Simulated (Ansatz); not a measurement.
# BH3NS: relaxed scan of one distance from a Python script

A script is to give a relaxed scan of one distance; the system is BH3NS.

Program: the Python package of Ansatz 0.2.0. Level of theory: PBE/def2-SVP. These are calculated values, not measurements.

## (1) The system

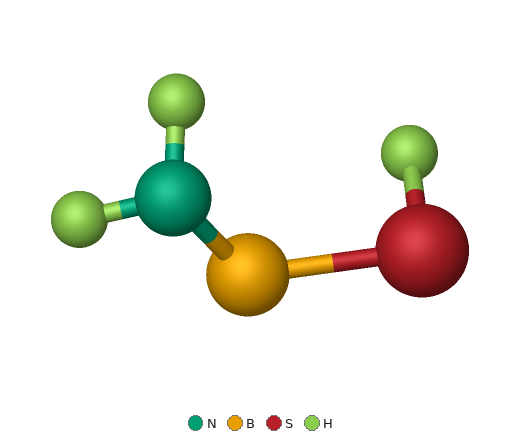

The starting structure, viewed from a chosen angle; nitrogen teal, boron amber, sulfur red, hydrogen green.

The script holds or builds the structure itself.

## (2) The code

The input, bh3ns.py:

```python
from dataclasses import dataclass

import ansatz as az
import numpy as np


@dataclass(frozen=True)
class RunConfig:
    basis: str = "def2-SVP"
    functional: str = "pbe"


settings = RunConfig()

mol = (
    az.Crystal.molecule()
    .atom("N", [-0.8209, 0.325, -0.6495])
    .atom("B", [-0.3643, -0.6469, 0.3491])
    .atom("S", [0.6929, -0.0841, 1.7678])
    .atom("H", [-1.3365, -0.1536, -1.3807])
    .atom("H", [-0.0296, 0.7569, -1.1626])
    .atom("H", [1.9004, -0.2613, 1.0297])
)

setup = (
    mol.calculation()
    .basis(gaussian=settings.basis)
    .functional(settings.functional)
    .spin("collinear", total=1)
)
symbols = [site.symbol for site in mol.cartesian_sites]
pairs = [(0, 1), (0, 3), (0, 4), (1, 2), (2, 5)]
print("held (A)   E (eV)        ", "  ".join(f"{symbols[i]}{i}-{symbols[j]}{j}" for i, j in pairs))
for length in [0.95, 1.04, 1.12, 1.24, 1.4]:
    r = setup.relax(constraints=[az.DistanceConstraint((0, 4), at=length)], force_tolerance=0.02, max_steps=60).run(threads=1).report
    xyz = np.array(r["positions_ang"])
    print(f"{length:6.2f} {r['free_energy_ev']:14.5f}  ", "  ".join(f"{np.linalg.norm(xyz[i] - xyz[j]):.3f}" for i, j in pairs))
```

## (3) The input behind the calls

The engine receives this input (first run):

```yaml
crystal:
  periodic: [false, false, false]
  atoms:
    - { symbol: "N", position_ang: [-0.8209, 0.325, -0.6495] }
    - { symbol: B, position_ang: [-0.3643, -0.6469, 0.3491] }
    - { symbol: S, position_ang: [0.6929, -0.0841, 1.7678] }
    - { symbol: H, position_ang: [-1.3365, -0.1536, -1.3807] }
    - { symbol: H, position_ang: [-0.0296, 0.7569, -1.1626] }
    - { symbol: H, position_ang: [1.9004, -0.2613, 1.0297] }
basis:
  gaussian:
    orbitals: def2-SVP
hamiltonian:
  xc: pbe
magnetization:
  spin_polarized: true
  initial_magnetization: 1.0
relax:
  f_tol: 0.02
  max_steps: 60
  constraints:
    - { distance: [0, 4], at: 0.95 }
```

## (4) Running it

The run is started by

```
python bh3ns.py
```

The program printed:

```text
held (A)   E (eV)         N0-B1  N0-H3  N0-H4  B1-S2  S2-H5
DeckWarning: relax.constraints: the input's atoms, or those drawn, lie off the distances that are held; a relaxation that starts there is brought onto them ahead of its first SCF, by positions alone, an atom by 4.36e-2 Å at the most. With the symmetry detection on, the symmetry is detected on the input's atoms as so brought (as typed, where only the drawn atoms reach the distances), and notices that speak of the structure as typed mean those atoms
  0.95   -13037.66718   1.394  1.021  0.950  1.788  1.380
  1.04   -13037.80714   1.391  1.021  1.040  1.788  1.380
  1.12   -13037.66641   1.387  1.020  1.120  1.787  1.380
  1.24   -13037.23006   1.378  1.020  1.240  1.786  1.379
  1.40   -13036.55585   1.358  1.018  1.400  1.781  1.378
```

(Warnings from the package without file and line, repeats left out.)

Run time: 87 s. Hardware: 1 thread of Arm Neoverse V2, shared host; peak memory 0.21 GiB.

## (5) What each run gave

The 5 runs, in the order started:

| run | distance (Å) | energy from run 2 (eV) | <S²> | SCF cycles in all | CPU time (s) |
| --- | --- | --- | --- | --- | --- |
| 1 | 0.95 | 0.1400 | 0.75 | 96 | 17 |
| 2 | 1.04 | 0.0000 | 0.75 | 105 | 18 |
| 3 | 1.12 | 0.1407 | 0.75 | 106 | 19 |
| 4 | 1.24 | 0.5771 | 0.75 | 90 | 15 |
| 5 | 1.40 | 1.2513 | 0.76 | 101 | 17 |

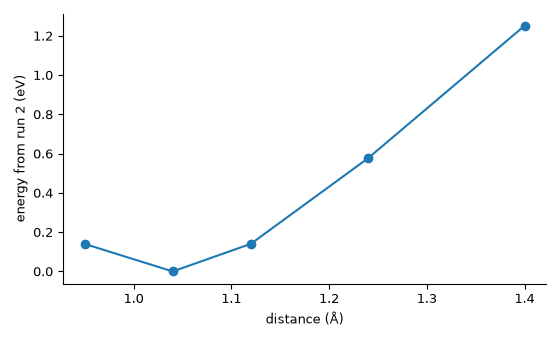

Energy against distance; lines join the points.

## (6) How the relaxation of run 1 went

The steps of the relaxation:

| step | energy from step 1 (eV) | largest force component (eV/Å) |
| --- | --- | --- |
| 1 | 0.0000 | 2.5310 |
| 2 | -0.3299 | 2.0165 |
| 3 | -0.5269 | 1.3700 |
| 4 | -0.7675 | 0.7280 |
| 5 | -0.8640 | 0.2063 |
| 6 | -0.8732 | 0.2367 |
| 7 | -0.8785 | 0.0779 |
| 8 | -0.8796 | 0.0227 |
| 9 | -0.8796 | 0.0024 |

Step 1 is the start.

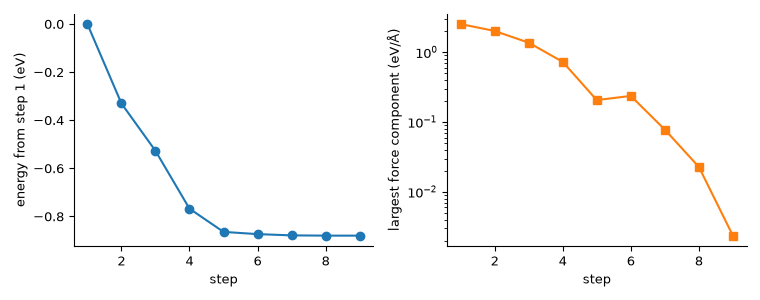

Energy and largest force along the relaxation.

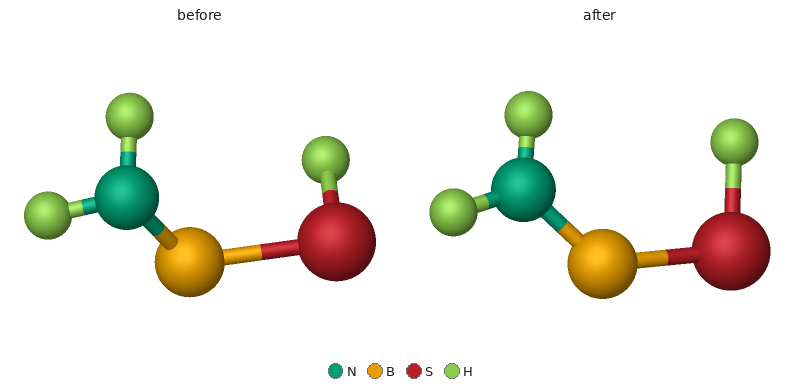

The structure before (left) and after (right) the relaxation, drawn at the same scale.

Before: Bond lengths: N1–B2 1.466 Å, B2–S3 1.857 Å, N1–H4 1.015 Å, N1–H5 1.037 Å, S3–H6 1.426 Å. Angles: N1–B2–S3 119.8°, B2–N1–H4 109.7°, B2–N1–H5 112.0°, H4–N1–H5 103.2°, B2–S3–H6 92.8°.

After: Bond lengths: N1–B2 1.394 Å, B2–S3 1.788 Å, N1–H4 1.021 Å, N1–H5 0.950 Å, S3–H6 1.380 Å. Angles: N1–B2–S3 132.7°, B2–N1–H4 121.6°, B2–N1–H5 124.5°, H4–N1–H5 113.9°, B2–S3–H6 100.5°.

## (7) The relaxation of run 5, step by step

Relaxation path:

```csv
step,energy from step 1 (eV),largest force component (eV/Å)
1,0.0000,1.4648
2,-0.4021,2.1041
3,-0.5691,1.6106
4,-0.7958,1.1302
5,-0.8692,0.1443
6,-0.8743,0.0718
7,-0.8748,0.0186
8,-0.8751,0.0426
9,-0.8752,0.0031
```

Step 1 is the start.

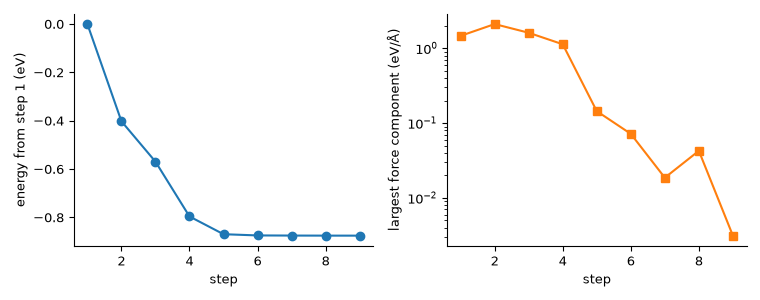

Energy and largest force along the relaxation.

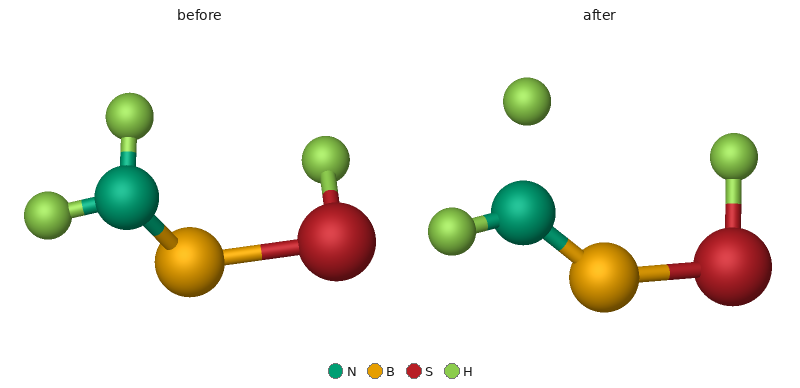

The structure before (left) and after (right) the relaxation, drawn at the same scale.

Before: Bond lengths: N1–B2 1.466 Å, B2–S3 1.857 Å, N1–H4 1.015 Å, N1–H5 1.037 Å, S3–H6 1.426 Å. Angles: N1–B2–S3 119.8°, B2–N1–H4 109.7°, B2–N1–H5 112.0°, H4–N1–H5 103.2°, B2–S3–H6 92.8°.

After: Bond lengths: N1–B2 1.358 Å, B2–S3 1.781 Å, N1–H4 1.018 Å, S3–H6 1.378 Å. Angles: N1–B2–S3 139.2°, B2–N1–H4 130.1°, B2–S3–H6 97.1°.

## (8) Summary of results

| quantity | value |
| --- | --- |
| runs compared | 5 |
| range of energy | 1.251 eV |
| lowest point, distance (Å) | 1.04 |

What this shows: The lowest point, at 1.04, lies inside the range. The ends stand 0.14 and 1.25 eV above it. The distance scanned is the script's pair 0, 4. Run 1: The relaxation took 8 moves; the largest shift is 0.455 Å, of atom 6 (H). Run 5: After 8 moves the largest shift is 0.479 Å, of atom 6 (H). Notes:
- The energies are electronic: no zero-point or thermal terms, and the basis set is short of its limit.
- The run takes the species as open-shell (spin multiplicity 2), which needn't be its ground state.
